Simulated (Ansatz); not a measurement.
The calculation's input:

```
crystal:
  lattice:
    - [2.1505646894, 1.2416291024, 9.3179338421]
    - [-2.1505646894, 1.2416291024, 9.3179338421]
    - [0.0, -2.4832582047, 9.3179338421]
  atoms:
    - { symbol: Sn, position: [0.2839455257, 0.2839455257, 0.2839455257] }
    - { symbol: Sn, position: [0.7160544743, 0.7160544743, 0.7160544743] }
    - { symbol: Sn, position: [0.1397214069, 0.1397214069, 0.1397214069] }
    - { symbol: Sn, position: [0.8602785931, 0.8602785931, 0.8602785931] }
    - { symbol: F, position: [0.0, 0.0, 0.0] }
    - { symbol: F, position: [0.3676859166, 0.3676859166, 0.3676859166] }
    - { symbol: F, position: [0.6323140834, 0.6323140834, 0.6323140834] }
basis:
  ecutwfc: 420
kpoints:
  mp_grid: { grid: [12, 12, 12] }
  band_path:
    path:
      - [[0.0, 0.0, 0.0], [0.5, 0.5, 0.5], [0.82149602, 0.17850398, 0.5]]
      - [[0.5, -0.17850398, 0.17850398], [0.5, 0.0, 0.0], [0.0, 0.0, 0.0], [0.33925199, -0.33925199, 0.0]]
      - [[0.66074801, 0.0, 0.33925199], [0.5, 0.0, 0.5], [0.0, 0.0, 0.0]]
    npoints: 14
hamiltonian:
  xc: pbe
scf:
  occupations: { method: gaussian, width: 0.1 }
  n_extra_bands: 17
output:
  forces: true
  stress: true
  eigenvalues: true
  populations: true
  dos: { projected: true, de: 0.02, nscf_kmesh: { grid: [15, 15, 15] } }
  bader: true
  write_density: true
  write_potential: true
  elf: true
  volumetric_format: npy
```

Command:

```sh
ansatz run input.yaml --threads 1 --pin off --max-ram 2560MiB --backend cpu --events-out ev --progress --plain --runs-dir out
```

Below, planes, directions and counts refer to the conventional cell (a = 4.30 Å, b = 4.30 Å, c = 27.95 Å, α = 90.00°, β = 90.00°, γ = 120.00°).

Space group R-3m; a generated structure, not necessarily the stable one; computed without spin polarisation.

All numbers below come from Ansatz 0.2.0, DFT PBE, scalar-relativistic, plane waves, PAW.

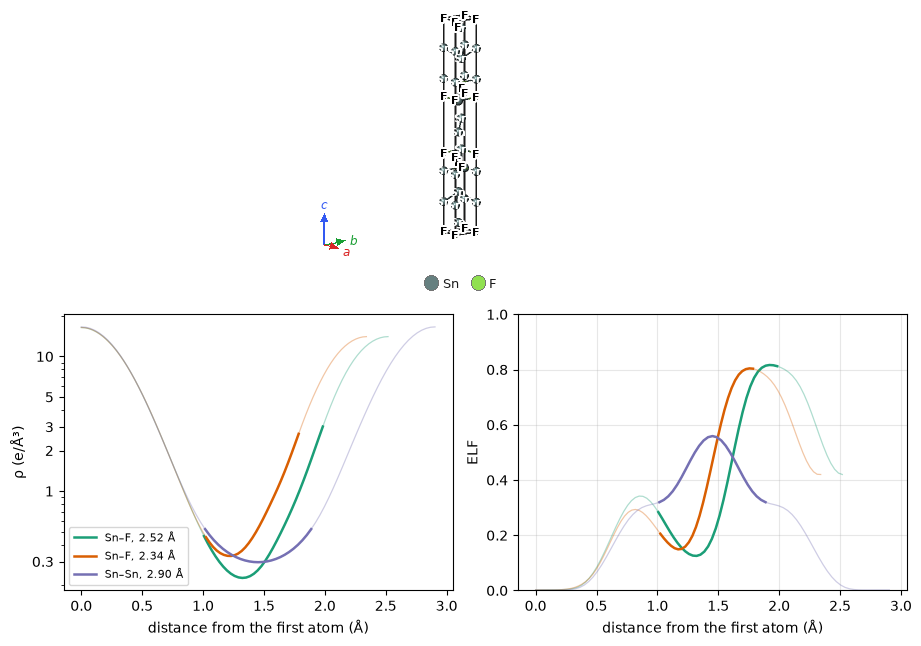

Sn4F3. Valence electron density and ELF along straight lines between neighbouring atoms. Thin, pale parts lie inside the atomic spheres. The structure is drawn too.

In a PAW calculation such maps are meaningful between the atoms, not at the nuclei.

> What can be read from the curves?

Sn–F (2.52 Å): ρ at the midpoint is about 0.23 e/Å³; the ELF is about 0.15 at the midpoint; no localised pair shows between them.
Sn–F (2.34 Å): the density is about 0.34 e/Å³ at the midpoint; the ELF is about 0.15 at the midpoint (no shared electron pair shows on this line).
Sn–Sn (2.90 Å): ρ is about 0.3 e/Å³ halfway; the ELF reaches about 0.55 near the midpoint.
